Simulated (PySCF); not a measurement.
# HBS (SMILES B=S): wB97X-V/STO-6G

Aim: the vertical singlet–triplet gap of HBS at wB97X-V/STO-6G, from 2 runs. Input form: a Python script.

Program for the calculation: PySCF 2.14.0.

29 further runs of the same task are left out: 15 that didn't finish, 14 set aside as unsound or not needed.

## (1) The molecule

HBS: 3 atoms, total charge 0, spin state singlet. SMILES: `B=S`. The coordinates come from a GFN2-xTB relaxation.

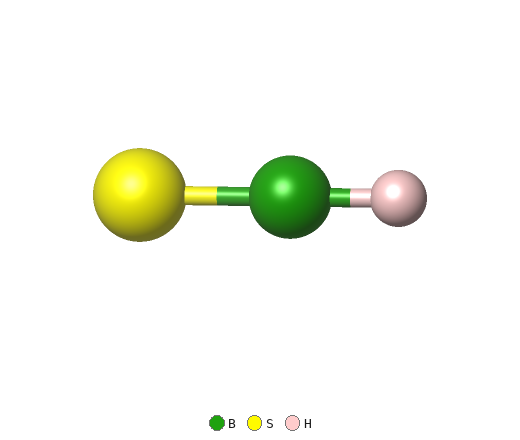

The structure, seen from a chosen angle (boron green, sulfur yellow, hydrogen pink).

## (2) The energy at wB97X-V/STO-6G

job.py reads:

```python
from pyscf import gto, dft

mol = gto.M(
    atom='''
B       -0.041030      -0.016100       0.142540
S        0.395320       0.146510      -1.379660
H       -0.354300      -0.130410       1.237110
''',
    charge=0,
    basis='sto-6g',
    max_memory=1860,
    spin=0,
    verbose=3,
)

mf = dft.RKS(mol)
mf.xc = 'wb97x-v'
mf.nlcgrids.level = 1
mf.conv_tol = 1e-10
mf.grids.level = 5
mf.kernel()
if not mf.converged:
    mf = mf.newton().run(mf.mo_coeff, mf.mo_occ)

e_tot = mf.e_tot
print('E(%s) = %.9f' % ('WB97X-V', e_tot))
```

On the command line:

```
$ OMP_NUM_THREADS=1 python job.py
```

Output:

```text
converged SCF energy = -422.127841134898
E(WB97X-V) = -422.127841135
```

It took 9 s on 1 thread of Arm Neoverse V1, shared host; peak memory 0.17 GiB.

## (3) The triplet, same level

geometry.xyz reads:

```xyz
3
BHS
B     -0.041030    -0.016100     0.142540
S      0.395320     0.146510    -1.379660
H     -0.354300    -0.130410     1.237110
```

job.py reads:

```python
from pyscf import gto, dft

mol = gto.Mole()
mol.atom = 'geometry.xyz'
mol.spin = 2
mol.basis = 'sto-6g'
mol.verbose = 3
mol.max_memory = 1860
mol.build()

ks = dft.UKS(mol, xc='wb97x-v')
ks.conv_tol = 1e-10
ks.grids.level = 5
ks.nlcgrids.level = 1
ks.kernel()
if not ks.converged:
    ks = ks.newton().run(ks.mo_coeff, ks.mo_occ)

e_tot = ks.e_tot
print('E = %.10f Eh' % e_tot)
```

On the command line:

```
$ OMP_NUM_THREADS=1 python job.py
```

Output:

```text
WARN: HOMO 0.0952714204535894 >= LUMO -0.312505388431948

converged SCF energy = -421.933631195808  <S^2> = 2.0031226  2S+1 = 3.002081
E = -421.9336311958 Eh
```

It took 14 s on 1 thread of Arm Neoverse V1, shared host; peak memory 0.18 GiB.

## (4) What came out

At wB97X-V/STO-6G:

| quantity | value |
| --- | --- |
| singlet: total energy | -422.12784 Eh |
| singlet: dipole moment | 0.40 D |
| singlet: HOMO energy | -8.05 eV |
| singlet: LUMO energy | 5.54 eV |
| singlet: HOMO–LUMO gap | 13.59 eV |
| triplet: total energy | -421.93363 Eh |
| triplet: dipole moment | 1.00 D |
| triplet: HOMO energy (highest over α and β) | -2.78 eV |
| triplet: LUMO energy (lowest over α and β) | 0.04 eV |
| triplet: ⟨S²⟩ | 2.003 |
| vertical energy of the triplet above the singlet | 5.285 eV |

What this shows: At this shape the triplet lies 5.28 eV (122 kcal/mol) above the singlet. In a minimal basis such a difference can be off by several eV, whatever the method. Mulliken charges (singlet) run from -0.04 on B1 to +0.06 on S2.
